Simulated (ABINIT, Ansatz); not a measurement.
**A GW run on CsSrF3 (Pm-3m) in ABINIT, with inputs changed**

Aim: change inputs of a GW run on CsSrF3 (Pm-3m) and see what moves.

Calculated with ABINIT 10.8.3; LDA and many-body steps on it, plane waves.

**1. Starting point**

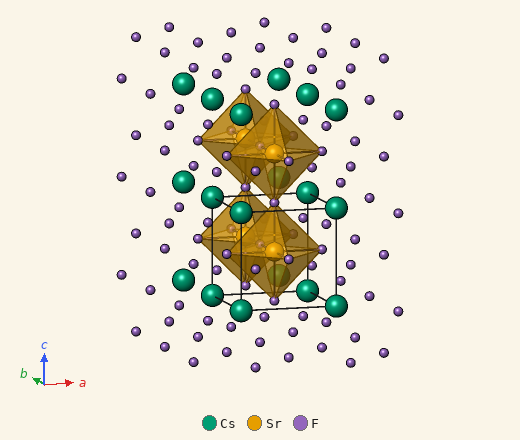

The starting structure, seen slightly off an axis (caesium teal, strontium orange, fluorine purple). 1×2×2 cells are drawn. Some periodic images of atoms are drawn too.

The cell and positions are those that the Materials Project relaxed with its own functionals (PBE, PBE+U or r2SCAN), kept fixed. Spin-orbit coupling is left out unless a step names it.

**2. Screening, 2×2×2 mesh, 91 bands, screening to 114.3 eV**

This step: ABINIT 10.8.3; RPA screening on LDA, plane waves, norm-conserving pseudopotentials.

The RPA dielectric matrix is built and inverted for each q.

run.abi

```
acell 3*1.0 Angstrom
rprim 
  4.763247010000 0.000000000000 0.000000000000
  0.000000000000 4.763247010000 0.000000000000
  0.000000000000 0.000000000000 4.763247010000
ntypat 3
znucl 55 38 9
natom 5
typat 1 2 3 3 3
xred 
  0.000000000000 0.000000000000 0.000000000000
  0.500000000000 0.500000000000 0.500000000000
  0.000000000000 0.500000000000 0.500000000000
  0.500000000000 0.000000000000 0.500000000000
  0.500000000000 0.500000000000 0.000000000000
pp_dirpath "pseudos"
pseudos "Cs.upf, Sr.upf, F.upf"
ecut 36
ngkpt 2 2 2
nshiftk 1
shiftk 0 0 0
kptopt 1
chksymbreak 0
istwfk *1
occopt 1
irdwfk 1
optdriver 3
nband 91
ecuteps 4.2
inclvkb 2
awtr 1
symchi 1
indata_prefix "in"
outdata_prefix "out"
tmpdata_prefix "tmp"
```

The run is started by

```sh
$ OMP_NUM_THREADS=1 mpirun -n 4 abinit run.abi > log
```

What it wrote:

```text
.Version 10.8.3 of ABINIT. v10.8.2 released Aug 2026.

 Symmetries : space group Pm -3 m (#221); Bravais cP (primitive cubic)
[... echo of the input left out ...]
== DATASET  1 ==================================================================
-   mpi_nproc: 4, omp_nthreads: 1 (-1 if OMP is not activated)

--- !DatasetInfo
iteration_state: {dtset: 1, }
dimensions: {natom: 5, nkpt: 4, mband: 91, nsppol: 1, nspinor: 1, nspden: 1, mpw: 7568, }
cutoff_energies: {ecut:  36.0, pawecutdg:  -1.0, }
electrons: {nelect:   4.00000000E+01, charge:   0.00000000E+00, occopt:   1.00000000E+00, tsmear:   1.00000000E-02, }

 SCREENING: Calculation of the susceptibility and dielectric matrices

 Based on a program developped by R.W. Godby, V. Olevano, G. Onida, and L. Reining.
 Incorporated in ABINIT by V. Olevano, G.-M. Rignanese, and M. Torrent.
.Using double precision arithmetic ; gwpc =  8

[... cell and pseudopotentials left out ...]
--------------------------------------------------------------------------------

 ==== K-mesh for the wavefunctions ====
 Number of points in the irreducible wedge :     4
[... list of points left out ...]
 Together with 48 symmetry operations and time-reversal symmetry
 yields     8 points in the full Brillouin Zone.

 ==== Q-mesh for the screening function ====
 Number of points in the irreducible wedge :     4
[... list of points left out ...]
 Together with 48 symmetry operations and time-reversal symmetry
 yields     8 points in the full Brillouin Zone.

 setmesh: FFT mesh size selected  =    36x   36x   36
          total number of points  =        46656

 vcoul_init : cutoff-mode = AUXILIARY_FUNCTION
 q-points for optical limit:   1
     1)      0.000010    0.000020    0.000030

- screening: taking advantage of time-reversal symmetry
- Maximum band index for partially occupied states nbvw = 20
- Remaining bands to be divided among processors   nbcw = 71
- Number of bands treated by each node ~17

 Number of electrons calculated from density =   40.0000; Expected =   40.0000
 average of density, n =  0.054847
 r_s =    1.6327
 omega_plasma =   22.5909 [eV]

 calculating chi0 at frequencies [eV] :
  1    0.000000E+00    0.000000E+00
  2    0.000000E+00    2.259085E+01

--------------------------------------------------------------------------------
  q-point number  1        q = ( 0.000000, 0.000000, 0.000000) [r.l.u.]
--------------------------------------------------------------------------------
[... chi0 elements left out ...]
 For q-point:  0.000010 0.000020 0.000030
  dielectric constant =   2.2680
  dielectric constant without local fields =   2.5149

  Average fulfillment of the sum rule on Im[epsilon] for q-point    1 :     45.82  [%]
[... wings left out ...]
  q-point number  2        q = ( 0.500000, 0.000000, 0.000000) [r.l.u.]
--------------------------------------------------------------------------------
[... chi0 elements left out ...]
  Average fulfillment of the sum rule on Im[epsilon] for q-point    2 :     54.33  [%]

 [... 2 further q-points ...]
```

The job ended after 34 s (4 MPI ranks of Intel Xeon Platinum 8259CL at 2.50GHz (Skylake/Cascade Lake), shared host; peak memory 1.2 GiB; 2.2 min of CPU time).

Numbers from this step:

```yaml
eps_infinity_with_local_fields_on_this_mesh_along_the_program_s_q_direction: 2.268
the_same_without_local_fields: 2.515
plasma_frequency: 22.59 eV
plane_waves_in_the_screening_matrix: 305
```

Local fields lower ε∞ by 10 %. On a Γ-centred mesh this coarse the value itself is usually too large, while a short band sum pulls it down.

**3. Base**

The self-energy is evaluated for the states that the input lists, and the levels follow from it, in one-shot runs by the linearised quasiparticle equation.

This step: G0W0 on LDA, plane waves, norm-conserving pseudopotentials.

run.abi: that of step 2 with these lines changed.

```diff
@@ -26,8 +26,15 @@
 irdwfk 1
-optdriver 3
+optdriver 4
 nband 91
+gwcalctyp 0
+ecutsigx 36
+symsigma 1
+nkptgw 1
+kptgw 
+  0.0000000000 0.0000000000 0.0000000000
+bdgw 
+  18 23
 ecuteps 4.2
-inclvkb 2
-awtr 1
-symchi 1
+irdscr 1
+ppmodel 1
 indata_prefix "in"
```

What it wrote:

```text
.Version 10.8.3 of ABINIT. v10.8.2 released Aug 2026.

 Symmetries : space group Pm -3 m (#221); Bravais cP (primitive cubic)
[... echo of the input left out ...]
== DATASET  1 ==================================================================
-   mpi_nproc: 4, omp_nthreads: 1 (-1 if OMP is not activated)

--- !DatasetInfo
iteration_state: {dtset: 1, }
dimensions: {natom: 5, nkpt: 4, mband: 91, nsppol: 1, nspinor: 1, nspden: 1, mpw: 7568, }
cutoff_energies: {ecut:  36.0, pawecutdg:  -1.0, }
electrons: {nelect:   4.00000000E+01, charge:   0.00000000E+00, occopt:   1.00000000E+00, tsmear:   1.00000000E-02, }

 SIGMA: Calculation of the GW corrections

 Based on a program developped by R.W. Godby, V. Olevano, G. Onida, and L. Reining.
 Incorporated in ABINIT by V. Olevano, G.-M. Rignanese, and M. Torrent.
.Using double precision arithmetic ; gwpc =  8

[... cell and pseudopotentials left out ...]
--------------------------------------------------------------------------------

 ==== K-mesh for the wavefunctions ====
 Number of points in the irreducible wedge :     4
[... list of points left out ...]
 Together with 48 symmetry operations and time-reversal symmetry
 yields     8 points in the full Brillouin Zone.

 ==== Q-mesh for screening function ====
 Number of points in the irreducible wedge :     4
[... list of points left out ...]
 Together with 48 symmetry operations and time-reversal symmetry
 yields     8 points in the full Brillouin Zone.

 vcoul_init : cutoff-mode = AUXILIARY_FUNCTION
 q-points for optical limit:   1
     1)      0.000010    0.000020    0.000030
 setmesh: FFT mesh size selected  =    50x   50x   50
          total number of points  =       125000

 Number of electrons calculated from density =   40.0000; Expected =   40.0000
 average of density, n =  0.054847
 r_s =    1.6327
 omega_plasma =   22.5909 [eV]

 === KS Band Gaps ===
  >>>> For spin  1
   Minimum direct gap =   6.0761 [eV], located at k-point      :   0.0000  0.0000  0.0000
   Fundamental gap    =   6.0761 [eV], Top of valence bands at :   0.0000  0.0000  0.0000
                                       Bottom of conduction at :   0.0000  0.0000  0.0000
 SIGMA fundamental parameters:
 PLASMON POLE MODEL  1
 number of plane-waves for SigmaX                 7497
 number of plane-waves for SigmaC and W            305
 number of plane-waves for wavefunctions          7497
 number of bands                                    91
 number of independent spin polarizations            1
 number of spinorial components                      1
 number of k-points in IBZ                           4
 number of q-points in IBZ                           4
 number of symmetry operations                      48
 number of k-points in BZ                            8
 number of q-points in BZ                            8
 number of frequencies for dSigma/dE                 9
 frequency step for dSigma/dE [eV]                0.25
 number of omega for Sigma on real axis              0
 max omega for Sigma on real axis  [eV]           0.00
 zcut for avoiding poles [eV]                     0.10

 EPSILON^-1 parameters (SCR file):
 dimension of the eps^-1 matrix on file            305
 dimension of the eps^-1 matrix used               305
 number of plane-waves for wavefunctions          7497
 number of bands                                    91
 number of q-points in IBZ                           4
 number of frequencies                               2
 number of real frequencies                          1
 number of imag frequencies                          1

 matrix elements of self-energy operator (all in [eV])

 Perturbative Calculation

--- !SelfEnergy_ee
iteration_state: {dtset: 1, }
kpoint     : [   0.000,    0.000,    0.000, ]
spin       : 1
KS_gap     :    6.076
QP_gap     :    9.559
Delta_QP_KS:    3.483
data: !SigmaeeData |
     Band     E0 <VxcDFT>   SigX SigC(E0)      Z dSigC/dE  Sig(E)    E-E0       E
       18  -0.049 -22.169 -29.627   5.292   0.796  -0.256 -23.893  -1.724  -1.773
       19  -0.049 -22.169 -29.627   5.292   0.796  -0.256 -23.893  -1.724  -1.773
       20  -0.049 -22.169 -29.627   5.292   0.796  -0.256 -23.893  -1.724  -1.773
       21   6.027  -8.532  -3.827  -2.722   0.887  -0.127  -6.772   1.759   7.787
       22   7.583  -8.104  -3.462  -2.639   0.886  -0.129  -6.329   1.775   9.357
       23   7.583  -8.104  -3.462  -2.639   0.886  -0.129  -6.329   1.775   9.357

== END DATASET(S) ==============================================================
================================================================================

 -outvars: echo values of variables after computation  --------
           etotal      0.0000000000E+00
            nband          91
             nkpt           4
          spgroup         221
 [... the other variables as echoed above ...]

 Calculation completed.
```

It took 15 s on 4 MPI ranks; peak memory 0.84 GiB; 58 s of CPU time.

This step gave:

* G0W0 gap on the points computed: 9.56 eV
* starting gap on the mesh: 6.076 eV
* k of the valence top: 0, 0, 0
* k of the conduction bottom: 0, 0, 0
* Z at the valence top: 0.796
* Z at the conduction bottom: 0.887
* least direct G0W0 gap on the computed points: 9.56 eV

The gap on the mesh goes from 6.08 eV to 9.56 eV, a correction of +3.48 eV.

**4. No symmetry in the self-energy**

run.abi: that of step 3 with these lines changed.

```diff
@@ -30,3 +30,3 @@
 ecutsigx 36
-symsigma 1
+symsigma 0
 nkptgw 1
```

What it wrote:

```text
.Version 10.8.3 of ABINIT. v10.8.2 released Aug 2026.

 Symmetries : space group Pm -3 m (#221); Bravais cP (primitive cubic)
[... echo of the input left out ...]
== DATASET  1 ==================================================================
-   mpi_nproc: 4, omp_nthreads: 1 (-1 if OMP is not activated)

--- !DatasetInfo
iteration_state: {dtset: 1, }
dimensions: {natom: 5, nkpt: 4, mband: 91, nsppol: 1, nspinor: 1, nspden: 1, mpw: 7568, }
cutoff_energies: {ecut:  36.0, pawecutdg:  -1.0, }
electrons: {nelect:   4.00000000E+01, charge:   0.00000000E+00, occopt:   1.00000000E+00, tsmear:   1.00000000E-02, }

 SIGMA: Calculation of the GW corrections

 Based on a program developped by R.W. Godby, V. Olevano, G. Onida, and L. Reining.
 Incorporated in ABINIT by V. Olevano, G.-M. Rignanese, and M. Torrent.
.Using double precision arithmetic ; gwpc =  8

[... cell and pseudopotentials left out ...]
--------------------------------------------------------------------------------

 ==== K-mesh for the wavefunctions ====
 Number of points in the irreducible wedge :     4
[... list of points left out ...]
 Together with 48 symmetry operations and time-reversal symmetry
 yields     8 points in the full Brillouin Zone.

 ==== Q-mesh for screening function ====
 Number of points in the irreducible wedge :     4
[... list of points left out ...]
 Together with 48 symmetry operations and time-reversal symmetry
 yields     8 points in the full Brillouin Zone.

 vcoul_init : cutoff-mode = AUXILIARY_FUNCTION
 q-points for optical limit:   1
     1)      0.000010    0.000020    0.000030
 setmesh: FFT mesh size selected  =    50x   50x   50
          total number of points  =       125000

 Number of electrons calculated from density =   40.0000; Expected =   40.0000
[...]
number of k-points in BZ                            8
 number of q-points in BZ                            8
 number of frequencies for dSigma/dE                 9
 frequency step for dSigma/dE [eV]                0.25
 number of omega for Sigma on real axis              0
 max omega for Sigma on real axis  [eV]           0.00
 zcut for avoiding poles [eV]                     0.10

 EPSILON^-1 parameters (SCR file):
 dimension of the eps^-1 matrix on file            305
 dimension of the eps^-1 matrix used               305
 number of plane-waves for wavefunctions          7497
 number of bands                                    91
 number of q-points in IBZ                           4
 number of frequencies                               2
 number of real frequencies                          1
 number of imag frequencies                          1

 matrix elements of self-energy operator (all in [eV])

 Perturbative Calculation

--- !SelfEnergy_ee
iteration_state: {dtset: 1, }
kpoint     : [   0.000,    0.000,    0.000, ]
spin       : 1
KS_gap     :    6.076
QP_gap     :    9.559
Delta_QP_KS:    3.483
data: !SigmaeeData |
     Band     E0 <VxcDFT>   SigX SigC(E0)      Z dSigC/dE  Sig(E)    E-E0       E
       18  -0.049 -22.169 -29.627   5.292   0.796  -0.256 -23.893  -1.724  -1.773
       19  -0.049 -22.169 -29.627   5.291   0.796  -0.256 -23.894  -1.724  -1.773
       20  -0.049 -22.169 -29.627   5.292   0.796  -0.256 -23.893  -1.724  -1.773
       21   6.027  -8.532  -3.827  -2.722   0.887  -0.127  -6.772   1.759   7.787
       22   7.583  -8.104  -3.462  -2.639   0.886  -0.129  -6.329   1.775   9.357
       23   7.583  -8.104  -3.462  -2.639   0.886  -0.129  -6.329   1.775   9.357

== END DATASET(S) ==============================================================
================================================================================

 -outvars: echo values of variables after computation  --------
           etotal      0.0000000000E+00
            nband          91
             nkpt           4
          spgroup         221
 [... the other variables as echoed above ...]

 Calculation completed.
```

Run time: 17 s. Hardware: 4 MPI ranks; peak memory 0.84 GiB; 69 s of CPU time.

This step gave:

```
G0W0 gap on the points computed              : 9.56 eV
starting gap on the mesh                     : 6.076 eV
k of the valence top                         : 0, 0, 0
k of the conduction bottom                   : 0, 0, 0
Z at the valence top                         : 0.796
Z at the conduction bottom                   : 0.887
least direct G0W0 gap on the computed points : 9.56 eV
```

Against G0W0 in ABINIT (2×2×2 mesh, 91 bands, screening to 114.3 eV, Godby-Needs plasmon pole), the gap moves by +0.000 eV.

(Part 1 of 2 ends here.)

[Paths, hosts, dates, memory and timing lines, banners, echoed tables and standing remarks are left out of the program output.]

[Logs are printed without paths, hosts, clocks, repeated set-up lines and the standing remarks that a program may print on its own settings, such as how far it seeks lower states.]

[Runs of the session that timed out or met a known fault of the program may be left out.]

[Hosts, paths, dates, database ids (printed as entryN), source tags and the programs' standing remarks are cut or masked in the printed files.]

[G0W0 gaps are taken among the corrected bands and points alone; a level outside them can change the order at an edge.]

[Where Ansatz stands beside ABINIT at settings called matched, ABINIT's density can come from a denser mesh and the files from another edition; pairs whose starting gaps differed by over 0.03 eV were left out, so agreement reads better than it is.]
